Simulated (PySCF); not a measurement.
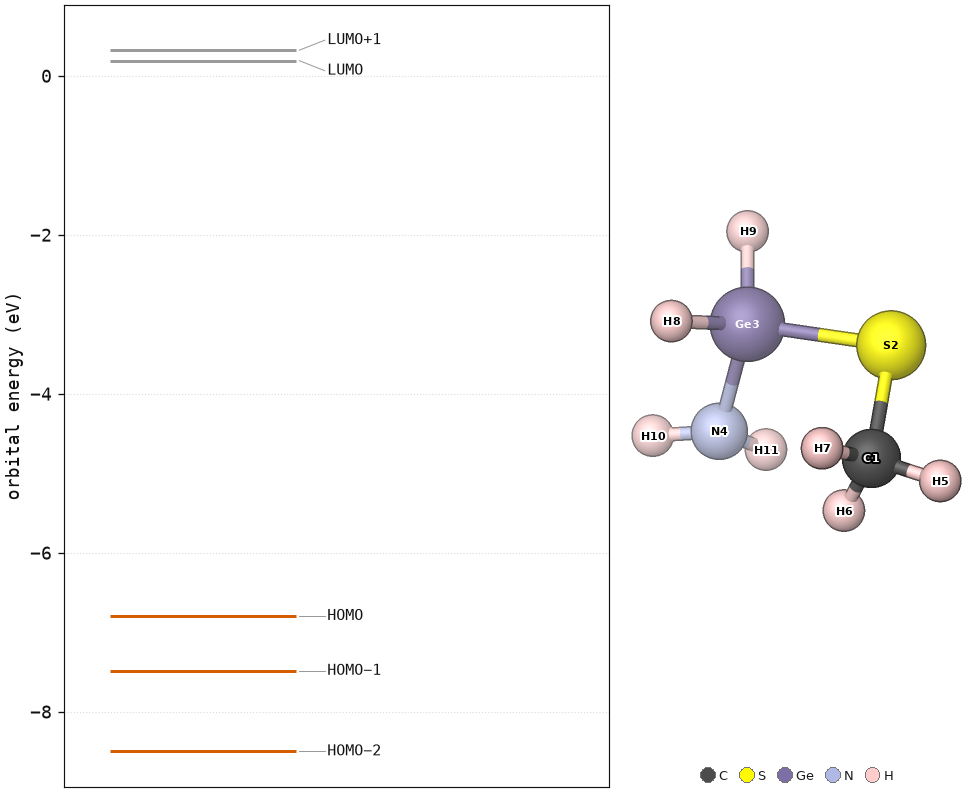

CH₇GeNS, SMILES C[S][GeH2][NH2], singlet. Kohn-Sham orbital energies near the frontier, PBE0/def2-SVPD in PySCF 2.14.0, at a GFN2-xTB geometry (no frequency check), isolated molecule; empty levels in grey, levels within 0.03 eV side by side.

Question: Where do the frontier orbitals lie?

Answer: HOMO at −6.80 eV, LUMO at 0.19 eV, 6.99 eV apart.

Question: How far below the HOMO does the next level lie?

Answer: 0.69 eV.

Question: List the levels with the atoms that carry most of them (a dash for levels above zero or within 0.03 eV of another, where shares mean little).

Answer:
```
orbital  energy (eV)               Löwdin shares
 LUMO+1         0.32                           –
   LUMO         0.19                           –
   HOMO        −6.80   S2 72 %, C1 11 %, Ge3 8 %
 HOMO−1        −7.49   N4 63 %, Ge3 12 %, H9 8 %
 HOMO−2        −8.50  S2 57 %, Ge3 15 %, C1 11 %
```

Known limits of this run: the tight-binding geometry is rougher than a DFT one and adds to the error; one conformer of a flexible molecule; empty levels above zero depend strongly on the basis.
